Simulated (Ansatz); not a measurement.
**BHO2 (SMILES O=BO) at 6 levels**

Wanted: a comparison of 6 runs (B3LYP/STO-3G, MP2/STO-3G, UMP2/STO-3G, BCCD(T)/STO-3G, CCSDT/STO-3G, UCCSD(T)/STO-3G) of BHO2. 

The results are computed with Ansatz 0.2.0.

60 further runs of the same task are left out: 2 that didn't finish, 58 set aside as unsound or not needed.

**1. The structure to begin with**

BHO2: 4 atoms, total charge 0, spin state singlet. As SMILES, `O=BO`. The O3–B2 distance was set to 1.652 Å, away from the relaxed value.

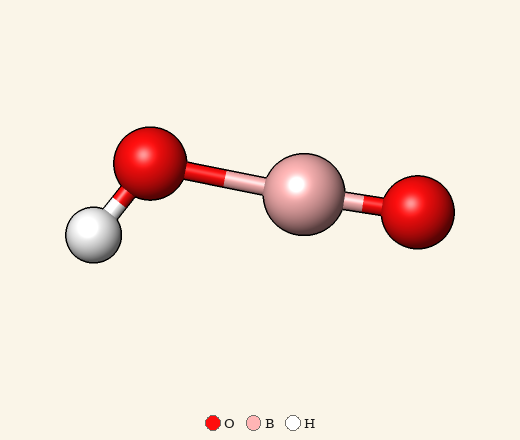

The structure, seen from a chosen angle (oxygen red, boron pink, hydrogen white).

**2. The energy at B3LYP/STO-3G (run 1)**

Contents of run.yaml:

```yaml
crystal:
  periodic: [false, false, false]
  atoms:
    - symbol: O
      position_ang: [-1.865252, 0.632001, 0.463500]
    - symbol: B
      position_ang: [-0.734052, 0.240501, 0.283600]
    - symbol: O
      position_ang: [0.816700, -0.302000, 0.108600]
    - symbol: H
      position_ang: [1.162300, -0.353500, -0.785700]
basis:
  gaussian:
    orbitals: STO-3G
magnetization:
  spin_polarized: false
hamiltonian:
  xc: {name: B3LYP}
accuracy: high
```

Started as:

```bash
ansatz run run.yaml --threads 1 --pin off --max-ram 2610MiB --events-out events.jsonl --progress --plain --runs-dir runs
```

The log of the run:

```text
Warning: RAYON_NUM_THREADS=1 ignored (pool sized by the plan → 1); use --threads N
Functional definition: B3LYP
  name "B3LYP"
  parameter a0 = 0.2
  parameter ax = 0.72
  parameter ac = 0.81
  exchange = (1 - a0 - ax)*slater_x + ax*b88_x + a0*exact_x
  correlation = (1 - ac)*vwn_rpa_c + ac*lyp_c
268 factors; integrals over basis functions are off by at most 3.9e-8 eV
mean field evaluation 1: about -4718.6605 eV, gradient 2.9e1 eV
mean field evaluation 2: about -4705.7390 eV, gradient 8.1e1 eV
mean field evaluation 4: about -4721.1928 eV, gradient 3.1e0 eV
mean field evaluation 8: about -4721.1710 eV, gradient 8.3e-2 eV
mean field evaluation 16: about -4721.1711 eV, gradient 1.8e-7 eV
mean field -4721.17105231 eV, -173.4998360477 hartree, gradient 4.0e-8 eV, S^2 0.000000; 0 other end points of the search recorded, 0 dependent functions left out
reference -4721.17107519 eV, -173.4998368886 hartree; 11, 11 occupied and 5, 5 virtual orbitals, 268 factors
Total energy: -4721.17107519 eV, -173.4998368886 hartree
```

Wall time 0.78 s (1 thread of Arm Neoverse V1, shared host).

**3. The energy at MP2/STO-3G (run 2)**

Contents of molecule.yaml:

```yaml
crystal:
  periodic: [false, false, false]
  atoms:
    - {symbol: O, position_ang: [-1.865252, 0.632001, 0.463500]}
    - {symbol: B, position_ang: [-0.734052, 0.240501, 0.283600]}
    - {symbol: O, position_ang: [0.816700, -0.302000, 0.108600]}
    - {symbol: H, position_ang: [1.162300, -0.353500, -0.785700]}
basis:
  gaussian: {orbitals: STO-3G}
correlation: {method: mp2, frozen_orbitals: {B: 1, H: 0, O: 1}}
accuracy: high
```

Started as:

```bash
ansatz run molecule.yaml --threads 1 --pin off --max-ram 2610MiB --events-out events.jsonl --progress --plain --runs-dir runs
```

The log of the run:

```text
Warning: RAYON_NUM_THREADS=1 ignored (pool sized by the plan → 1); use --threads N
Functional definition: HF
  name "HF"
  exchange = exact_x
  correlation = 0
268 factors; integrals over basis functions are off by at most 3.9e-8 eV
mean field evaluation 1: about -4693.3596 eV, gradient 3.5e1 eV
mean field evaluation 2: about -4693.3930 eV, gradient 3.5e1 eV
mean field evaluation 4: about -4697.7218 eV, gradient 3.1e0 eV
mean field evaluation 8: about -4697.7784 eV, gradient 8.5e-2 eV
mean field -4697.77846595 eV, -172.6401743551 hartree, gradient 2.6e-8 eV, S^2 0.000000; 0 other end points of the search recorded, 0 dependent functions left out
3 core orbitals not correlated: weight in the atoms' cores, before any rotation towards them, 1.000 or more for the frozen orbitals, at most 0.000 for the correlated occupied ones
reference -4697.77846595 eV, -172.6401743551 hartree; 8, 8 occupied and 5, 5 virtual orbitals, 268 factors
second order -4.51202578 eV of doubles, -0.00000000 eV of singles
Total energy: -4702.29049173 eV, -172.8059882442 hartree
```

It took 0.08 s on 1 thread of Arm Neoverse V1, shared host.

Runs 3 to 5 aren't shown in full; the table further down has their settings and results.

**4. A single-point energy at UCCSD(T)/STO-3G (run 6)**

Contents of job.yaml:

```yaml
basis:
  gaussian: {orbitals: STO-3G}
crystal:
  periodic: [false, false, false]
  atoms:
    - {symbol: O, position_ang: [-1.865252, 0.632001, 0.463500]}
    - {symbol: B, position_ang: [-0.734052, 0.240501, 0.283600]}
    - {symbol: O, position_ang: [0.816700, -0.302000, 0.108600]}
    - {symbol: H, position_ang: [1.162300, -0.353500, -0.785700]}
magnetization: {spin_polarized: true}
correlation: {method: ccsd_t, frozen_orbitals: {B: 1, H: 0, O: 1}}
accuracy: high
scf: {omitted_lower_state_checks: [cluster_reference, increment]}
```

Started as:

```bash
ansatz run job.yaml --threads 1 --pin off --max-ram 2610MiB --events-out events.jsonl --progress --plain --runs-dir runs
```

The log of the run, shortened:

```text
Warning: RAYON_NUM_THREADS=1 ignored (pool sized by the plan → 1); use --threads N
Functional definition: HF
  name "HF"
[...]
268 factors; integrals over basis functions are off by at most 3.9e-8 eV
[...]
mean field -4697.77846595 eV, -172.6401743551 hartree, gradient 1.8e-8 eV, S^2 0.000000; 2 other end points of the search recorded, 0 dependent functions left out
3 core orbitals not correlated: weight in the atoms' cores, before any rotation towards them, 1.000 or more for the frozen orbitals, at most 0.000 for the correlated occupied ones
reference -4697.77846595 eV, -172.6401743551 hartree; 8, 8 occupied and 5, 5 virtual orbitals, 268 factors
second order -4.51202578 eV of doubles, -0.00000000 eV of singles
cycle   1  -4.49258138 eV  change    1.9e-2 eV  update   1.3e-1
[...]
cycle  21  -4.98273394 eV  change  -5.0e-10 eV  update   1.7e-9
perturbative correction -0.27509986 eV, -0.0101097335 hartree
Total energy: -4703.03629976 eV, -172.8333961836 hartree
Checks for a lower state left out: cluster_reference, increment
```

Run time: 0.22 s. Hardware: 1 thread of Arm Neoverse V1, shared host.

**5. The series**

```
run            level  frozen core orbitals  energy (Eh)  wall time
  1     B3LYP/STO-3G                     –  -173.499837     0.78 s
  2       MP2/STO-3G                     3  -172.805988     0.08 s
  3      UMP2/STO-3G                     3  -172.805988      0.1 s
  4   BCCD(T)/STO-3G                     3  -172.833338     0.16 s
  5     CCSDT/STO-3G                     3  -172.835006     0.28 s
  6  UCCSD(T)/STO-3G                     3  -172.833396     0.22 s
```

**6. What came out**

| quantity | value |
| --- | --- |
| run 6: total energy | -172.83340 Eh |
| run 6: correlation energy (3 core orbitals frozen) | -193.2 mEh |
| run 6: (T) correction | -10.11 mEh |
| run 6: T1 diagnostic | 0.022 |

**Reading.** In runs 1, 2, 3, 4, 5, 6 the basis is minimal, so the values are rough. All runs together took 1.6 s, the longest 0.78 s.
